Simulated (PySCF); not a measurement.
**ZrO (SMILES [O][Zr]): M06-L/def2-TZVP (core potential)**

Aim: the vertical singlet–triplet gap of ZrO at M06-L/def2-TZVP (core potential), from 2 runs. 

The calculation is run with PySCF 2.14.0.

4 further runs of the same task are left out: 4 set aside as unsound or not needed. Runs told in other sessions of the task aren't counted.

## 1. Starting point

The species is ZrO (2 atoms), meant as a singlet with charge 0. SMILES: `[O][Zr]`. The bond length is the measured one.

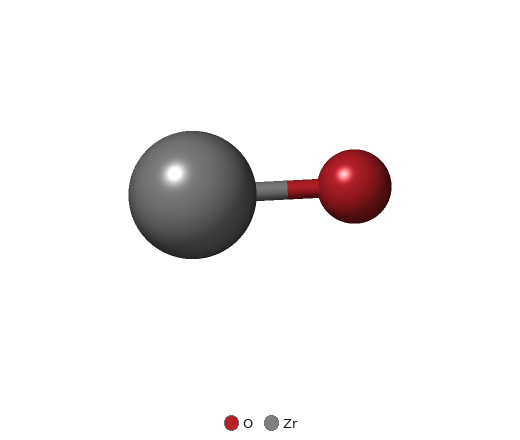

Viewed from a chosen angle; oxygen red, zirconium grey.

## 2. A single-point energy at M06-L/def2-TZVP (core potential)

File job.py:

```python
from pyscf import gto, dft

system = gto.M(
    atom='''
O      0.000000     0.000000     0.000000
Zr     0.000000     0.000000     3.234455
''',
    spin=0,
    unit='bohr',
    ecp={'Zr': 'def2-svp'},
    max_memory=1860,
    basis='def2-tzvp',
    verbose=4,
    charge=0,
)

mf = dft.RKS(system, xc='m06-l')
mf.conv_tol = 1e-10
mf.grids.level = 5
mf.kernel()
if not mf.converged:
    mf = mf.newton().run(mf.mo_coeff, mf.mo_occ)

energy = mf.e_tot
print('Final energy', energy)
```

Command:

```console
OMP_NUM_THREADS=1 python job.py
```

The log of the run:

```text
PySCF version 2.14.0

[INPUT] num. atoms = 2
[INPUT] num. electrons = 20
[INPUT] charge = 0
[INPUT] spin (= nelec alpha-beta = 2S) = 0
[INPUT] symmetry False subgroup None
[INPUT] Mole.unit = bohr
[INPUT] Symbol           X                Y                Z      unit          X                Y                Z       unit  Magmom
[INPUT]  1 O      0.000000000000   0.000000000000   0.000000000000 AA    0.000000000000   0.000000000000   0.000000000000 Bohr   0.0
[INPUT]  2 Zr     0.000000000000   0.000000000000   1.711599875746 AA    0.000000000000   0.000000000000   3.234455000000 Bohr   0.0

nuclear repulsion = 29.6804252957608
number of shells = 25
number of NR pGTOs = 106
number of NR cGTOs = 71
basis = def2-tzvp
ecp = {'Zr': 'def2-svp'}

[... 32 lines left out ...]
WARN: HOMO -0.475099486482791 == LUMO -0.475098556686878
[... 26 lines left out ...]
converged SCF energy = -122.267141487986
Final energy -122.26714148798557
```

Run time: 9.9 s. Hardware: 1 thread of Arm Neoverse V1, shared host; peak memory 0.37 GiB.

## 3. The triplet, same level

File calc.py:

```python
from pyscf import gto, dft

mol = gto.Mole()
mol.atom = '''
O      0.000000     0.000000     0.000000
Zr     0.000000     0.000000     3.234455
'''
mol.ecp = {'Zr': 'def2-svp'}
mol.verbose = 4
mol.charge = 0
mol.max_memory = 1860
mol.spin = 2
mol.unit = 'bohr'
mol.basis = 'def2-tzvp'
mol.build()

mf = dft.UKS(mol)
mf.xc = 'm06-l'
mf.conv_tol = 1e-10
mf.grids.level = 5
mf.kernel()
if not mf.converged:
    mf = mf.newton().run(mf.mo_coeff, mf.mo_occ)

e_tot = mf.e_tot
print(f'total energy: {e_tot:.8f} hartree')
```

Command:

```console
OMP_NUM_THREADS=1 python calc.py
```

The log of the run:

```text
PySCF version 2.14.0

[INPUT] num. atoms = 2
[INPUT] num. electrons = 20
[INPUT] charge = 0
[INPUT] spin (= nelec alpha-beta = 2S) = 2
[INPUT] symmetry False subgroup None
[INPUT] Mole.unit = bohr
[INPUT] Symbol           X                Y                Z      unit          X                Y                Z       unit  Magmom
[INPUT]  1 O      0.000000000000   0.000000000000   0.000000000000 AA    0.000000000000   0.000000000000   0.000000000000 Bohr   0.0
[INPUT]  2 Zr     0.000000000000   0.000000000000   1.711599875746 AA    0.000000000000   0.000000000000   3.234455000000 Bohr   0.0

nuclear repulsion = 29.6804252957608
number of shells = 25
number of NR pGTOs = 106
number of NR cGTOs = 71
basis = def2-tzvp
ecp = {'Zr': 'def2-svp'}

[... 34 lines left out ...]
WARN: HOMO -0.475098556686874 >= LUMO -0.475099486482783
[... 9 lines left out ...]
WARN: HOMO -0.100066463687907 >= LUMO -0.105705896468951
[... 50 lines left out ...]
converged SCF energy = -122.263258607497  <S^2> = 2.0042447  2S+1 = 3.0028285
total energy: -122.26325861 hartree
```

Run time: 21 s. Hardware: 1 thread of Arm Neoverse V1, shared host; peak memory 0.38 GiB.

## 4. Outcome

Level: M06-L/def2-TZVP (core potential).

```
                                        quantity          value
                           singlet: total energy  -122.26714 Eh
                          singlet: dipole moment         2.32 D
                            singlet: HOMO energy       -4.51 eV
                            singlet: LUMO energy       -4.08 eV
                          singlet: HOMO–LUMO gap        0.43 eV
                           triplet: total energy  -122.26326 Eh
                          triplet: dipole moment         3.85 D
     triplet: HOMO energy (highest over α and β)       -3.43 eV
      triplet: LUMO energy (lowest over α and β)       -2.35 eV
                                   triplet: ⟨S²⟩          2.004
vertical energy of the triplet above the singlet       0.106 eV
```

In words: At this shape the triplet lies 0.11 eV (2.4 kcal/mol) above the singlet.
